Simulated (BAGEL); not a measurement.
**C2H3ClF2 (2-chloro-1,1-difluoroethane) at HF/3-21G (density fitting with qzvpp-jkfit)**

Aim: the vertical singlet–triplet gap of C2H3ClF2 (2-chloro-1,1-difluoroethane) at HF/3-21G (density fitting with qzvpp-jkfit), from 2 runs. 

The calculation is run with BAGEL 1.2.2.

1 further run of the same task is left out (it didn't finish). Runs told in other sessions of the task aren't counted.

## 1. The structure to begin with

C2H3ClF2 has 8 atoms, charge 0, and is taken as a singlet. SMILES: `FC(F)CCl`. The coordinates come from a GFN2-xTB relaxation. This is one conformer, not always the lowest.

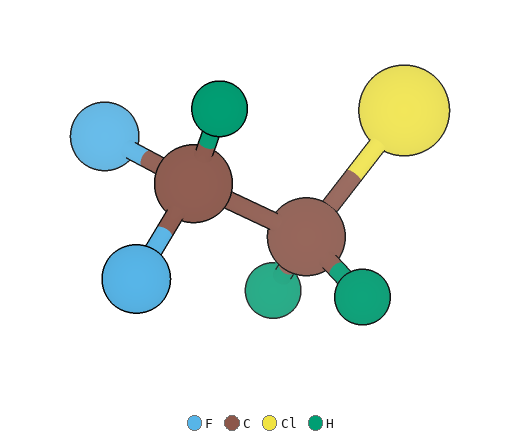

The structure, seen from a chosen angle (fluorine blue, carbon brown, chlorine yellow, hydrogen teal).

## 2. A single-point energy at HF/3-21G (density fitting with qzvpp-jkfit)

job.json reads:

```json
{ "bagel": [

{
  "title": "molecule",
  "basis": "3-21g",
  "df_basis": "qzvpp-jkfit",
  "angstrom": true,
  "geometry": [
    { "atom": "F", "xyz": [      -0.544760,       0.193240,       1.646980 ] },
    { "atom": "C", "xyz": [       0.364900,       0.029550,       0.664580 ] },
    { "atom": "F", "xyz": [       1.043720,      -1.105730,       0.963000 ] },
    { "atom": "C", "xyz": [      -0.309110,      -0.127320,      -0.691280 ] },
    { "atom": "Cl", "xyz": [      -0.859460,       1.455510,      -1.282260 ] },
    { "atom": "H", "xyz": [       1.071940,       0.871740,       0.706560 ] },
    { "atom": "H", "xyz": [       0.407980,      -0.532670,      -1.405150 ] },
    { "atom": "H", "xyz": [      -1.175200,      -0.784330,      -0.602440 ] }
  ]
},

{
  "title": "hf"
},

{
  "title": "print",
  "file": "orbitals.molden",
  "orbitals": true
}

]}
```

Command:

```sh
$ BAGEL_NUM_THREADS=1 BAGEL job.json > job.out
```

The log of the run:

```text
* using 1 threads per process

  ===============================================================
  ===============================================================

  *** Geometry ***

  { "atom" : "F", "xyz" : [     -1.029447,      0.365171,      3.112341 ] },
  { "atom" : "C", "xyz" : [      0.689561,      0.055841,      1.255874 ] },
  { "atom" : "F", "xyz" : [      1.972345,     -2.089527,      1.819806 ] },
  { "atom" : "C", "xyz" : [     -0.584133,     -0.240600,     -1.306330 ] },
  { "atom" : "Cl", "xyz" : [     -1.624144,      2.750515,     -2.423120 ] },
  { "atom" : "H", "xyz" : [      2.025673,      1.647350,      1.335205 ] },
  { "atom" : "H", "xyz" : [      0.770970,     -1.006600,     -2.655349 ] },
  { "atom" : "H", "xyz" : [     -2.220806,     -1.482169,     -1.138447 ] },

  Number of auxiliary basis functions:      486

  Since a DF basis is specified, we compute 2- and 3-index integrals:
    o Being stored without compression. Storage requirement is 0.012 GB

  Number of basis functions:       55
  Number of electrons      :       50

    * METHOD: MOLECULE                             0.30

  *** RHF ***

  === Nuclear Repulsion ===
   231.4452791031

      * DIIS with orbital gradients will be used.

  === RHF iteration (3-21g) ===
      0       -732.00263682          0.02364247           0.07
      1       -732.10797106          0.01380801           0.07
      2       -732.14502675          0.00142334           0.07
      3       -732.14593758          0.00024131           0.07
      4       -732.14597273          0.00008407           0.07
      5       -732.14597670          0.00001969           0.07
      6       -732.14597691          0.00000503           0.07
      7       -732.14597692          0.00000182           0.07
      8       -732.14597692          0.00000032           0.07
      9       -732.14597692          0.00000012           0.07
     10       -732.14597692          0.00000005           0.07
     11       -732.14597692          0.00000001           0.07
     12       -732.14597692          0.00000000           0.07
    * SCF iteration converged.

    * Permanent dipole moment:
           (   -0.363515,     0.243786,     0.487456) a.u.

    * METHOD: HF                                   1.05

    * METHOD: PRINT                                0.01

  ===============================================================
```

Run time: 1.5 s. Hardware: 1 thread of Arm Neoverse N1, shared host; peak memory 0.088 GiB.

## 3. The triplet at the same level

input.json reads:

```json
{ "bagel": [

{
  "title": "molecule",
  "basis": "3-21g",
  "df_basis": "qzvpp-jkfit",
  "angstrom": true,
  "geometry": [
    { "atom": "F", "xyz": [      -0.544760,       0.193240,       1.646980 ] },
    { "atom": "C", "xyz": [       0.364900,       0.029550,       0.664580 ] },
    { "atom": "F", "xyz": [       1.043720,      -1.105730,       0.963000 ] },
    { "atom": "C", "xyz": [      -0.309110,      -0.127320,      -0.691280 ] },
    { "atom": "Cl", "xyz": [      -0.859460,       1.455510,      -1.282260 ] },
    { "atom": "H", "xyz": [       1.071940,       0.871740,       0.706560 ] },
    { "atom": "H", "xyz": [       0.407980,      -0.532670,      -1.405150 ] },
    { "atom": "H", "xyz": [      -1.175200,      -0.784330,      -0.602440 ] }
  ]
},

{
  "title": "uhf",
  "nopen": 2
},

{
  "title": "print",
  "file": "orbitals.molden",
  "orbitals": true
}

]}
```

Command:

```sh
$ BAGEL_NUM_THREADS=1 BAGEL input.json > input.out
```

The log of the run:

```text
* using 1 threads per process

  ===============================================================
  ===============================================================

  *** Geometry ***

  { "atom" : "F", "xyz" : [     -1.029447,      0.365171,      3.112341 ] },
  { "atom" : "C", "xyz" : [      0.689561,      0.055841,      1.255874 ] },
  { "atom" : "F", "xyz" : [      1.972345,     -2.089527,      1.819806 ] },
  { "atom" : "C", "xyz" : [     -0.584133,     -0.240600,     -1.306330 ] },
  { "atom" : "Cl", "xyz" : [     -1.624144,      2.750515,     -2.423120 ] },
  { "atom" : "H", "xyz" : [      2.025673,      1.647350,      1.335205 ] },
  { "atom" : "H", "xyz" : [      0.770970,     -1.006600,     -2.655349 ] },
  { "atom" : "H", "xyz" : [     -2.220806,     -1.482169,     -1.138447 ] },

  Number of auxiliary basis functions:      486

  Since a DF basis is specified, we compute 2- and 3-index integrals:
    o Being stored without compression. Storage requirement is 0.012 GB

  Number of basis functions:       55
  Number of electrons      :       50

    * METHOD: MOLECULE                             0.30

  *** Open-shell HF ***

  === Nuclear Repulsion ===
   231.4452791031

      * DIIS with orbital gradients will be used.

  === UHF iteration (3-21g) ===
      0       -731.63165770          0.04924092           0.13
      1       -731.77668255          0.03211153           0.13
      2       -731.83321723          0.01885068           0.13
      3       -731.86144662          0.00421129           0.13
      4       -731.87669730          0.00254588           0.13
      5       -731.88217594          0.00098452           0.13
      6       -731.88269432          0.00048012           0.13
      7       -731.88281180          0.00023165           0.13
      8       -731.88283955          0.00014083           0.13
      9       -731.88286068          0.00008717           0.13
     10       -731.88287305          0.00005625           0.13
     11       -731.88287758          0.00003115           0.13
     12       -731.88287922          0.00002452           0.13
     13       -731.88288041          0.00002296           0.13
     14       -731.88288129          0.00002289           0.13
     15       -731.88288155          0.00002296           0.13
     16       -731.88288007          0.00002235           0.13
     17       -731.88287474          0.00001965           0.13
     18       -731.88286474          0.00001351           0.13
     19       -731.88286215          0.00000906           0.13
     20       -731.88286127          0.00000577           0.13
     21       -731.88286102          0.00000344           0.13
     22       -731.88286103          0.00000256           0.13
     23       -731.88286103          0.00000142           0.13
     24       -731.88286103          0.00000084           0.13
     25       -731.88286103          0.00000040           0.13
     26       -731.88286103          0.00000027           0.13
     27       -731.88286103          0.00000024           0.13
     28       -731.88286103          0.00000023           0.13
     29       -731.88286103          0.00000022           0.13
     30       -731.88286103          0.00000021           0.13
     31       -731.88286103          0.00000020           0.13
     32       -731.88286103          0.00000018           0.14
     33       -731.88286103          0.00000016           0.13
     34       -731.88286103          0.00000014           0.14
     35       -731.88286103          0.00000010           0.14
     36       -731.88286103          0.00000006           0.14
     37       -731.88286103          0.00000004           0.13
     38       -731.88286103          0.00000003           0.13
     39       -731.88286103          0.00000003           0.13
     40       -731.88286103          0.00000003           0.14
     41       -731.88286103          0.00000003           0.13
     42       -731.88286103          0.00000002           0.13
     43       -731.88286103          0.00000002           0.14
     44       -731.88286103          0.00000002           0.13
     45       -731.88286103          0.00000002           0.14
     46       -731.88286103          0.00000002           0.13
     47       -731.88286103          0.00000002           0.13
     48       -731.88286103          0.00000002           0.13
     49       -731.88286103          0.00000002           0.13
     50       -731.88286103          0.00000002           0.13
     51       -731.88286103          0.00000002           0.13
     52       -731.88286103          0.00000002           0.13
     53       -731.88286103          0.00000001           0.13
     54       -731.88286103          0.00000001           0.13
     55       -731.88286103          0.00000001           0.13
     56       -731.88286103          0.00000001           0.14
    * SCF iteration converged.

    * S^2 (UHF) is 2.0087

    * Permanent dipole moment:
           (   -0.019179,    -0.605080,     0.865131) a.u.

    * METHOD: UHF                                  7.68

    * METHOD: PRINT                                0.01

  ===============================================================
```

It took 8.4 s on 1 thread of Arm Neoverse N1, shared host; peak memory 0.088 GiB.

## 4. Results

At HF/3-21G (density fitting with qzvpp-jkfit):

```
                                        quantity          value
                           singlet: total energy  -732.14598 Eh
                          singlet: dipole moment         1.67 D
                            singlet: HOMO energy      -12.54 eV
                            singlet: LUMO energy        4.84 eV
                          singlet: HOMO–LUMO gap       17.38 eV
                           triplet: total energy  -731.88286 Eh
                          triplet: dipole moment         2.68 D
                                   triplet: ⟨S²⟩          2.009
vertical energy of the triplet above the singlet       7.160 eV
```

In words: At this shape the triplet lies 7.16 eV (691 kJ/mol) above the singlet.
